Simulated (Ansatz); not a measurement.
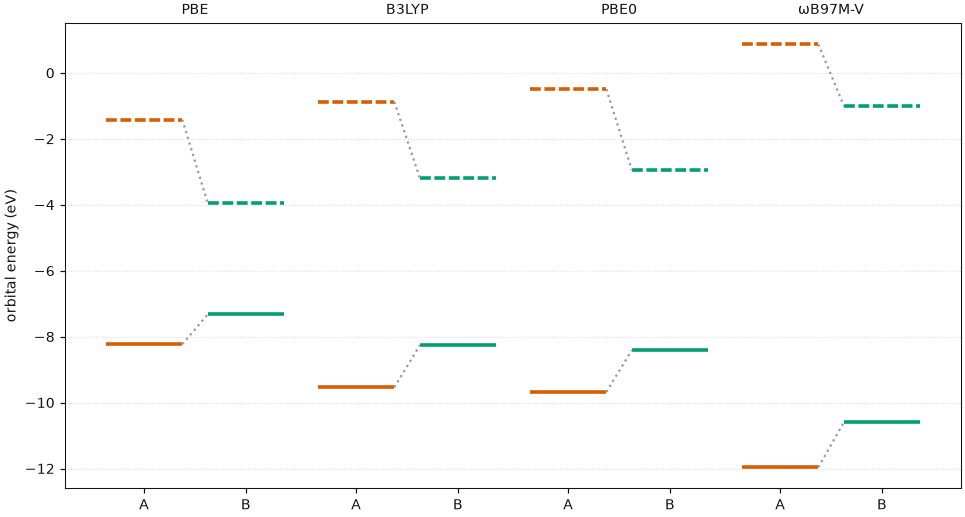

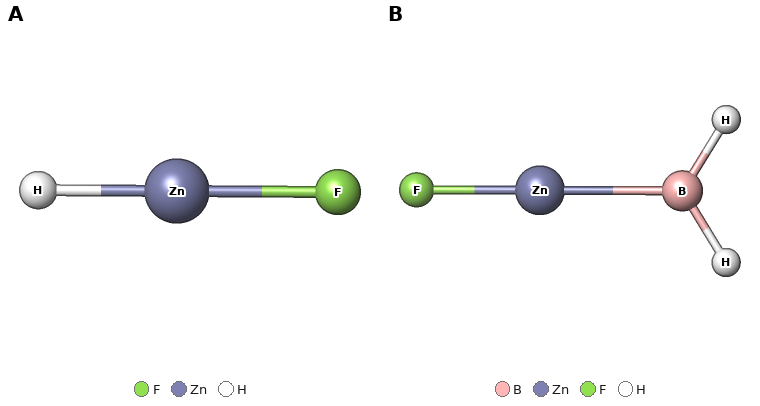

One change: A, ZnHF (SMILES [F][ZnH]), becomes B, ZnBH₂F (SMILES [BH2][Zn][F]). H on Zn is replaced by BH₂. HOMO (solid) and LUMO (dashed) computed in def2-TZVPP at PBE0-D4/def2-TZVP geometries, both minima by their frequencies, gas phase, the Ansatz code. Empty levels above zero depend strongly on the basis.

Question: What does the change do to HOMO and LUMO?

Answer: PBE: the HOMO rises by 0.91 eV, the LUMO falls by 2.54 eV, and the separation goes from 6.81 to 3.37 eV. B3LYP: the HOMO rises by 1.27 eV, the LUMO falls by 2.31 eV, and the separation goes from 8.66 to 5.08 eV. PBE0: the HOMO rises by 1.27 eV, the LUMO falls by 2.45 eV, and the separation goes from 9.18 to 5.47 eV. ωB97M-V: the HOMO rises by 1.37 eV, the LUMO falls by 1.87 eV, and the separation goes from 12.83 to 9.60 eV.

Question: Do the functionals agree on the effect?

Answer: They agree on the direction for both levels; the HOMO shift lies between 0.91 and 1.37 eV and the LUMO shift between −2.54 and −1.87 eV, while the separations themselves differ by up to 6.2 eV between functionals.
